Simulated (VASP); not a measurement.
Band structure of Pd (fcc). These are revPBE GGA, VASP's PBE PAW potentials (set 64) (plane waves; VASP) values and carry that method's errors.

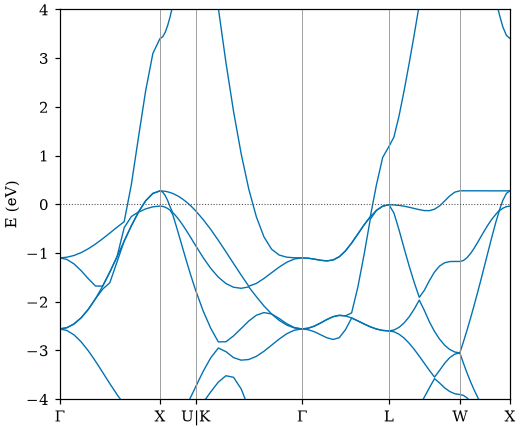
Figure: Bands along high-symmetry lines, zero at the valence-band maximum or, without a gap, the Fermi level

**Question.** Read the plot: is there a gap, and where are the band edges?

**Answer.** It has no gap at this level: it comes out as a metal or semimetal. (Edges off the drawn lines would not show.)

The compound is Pd in the fcc structure. It was relaxed first, which changed the volume by +6 %.
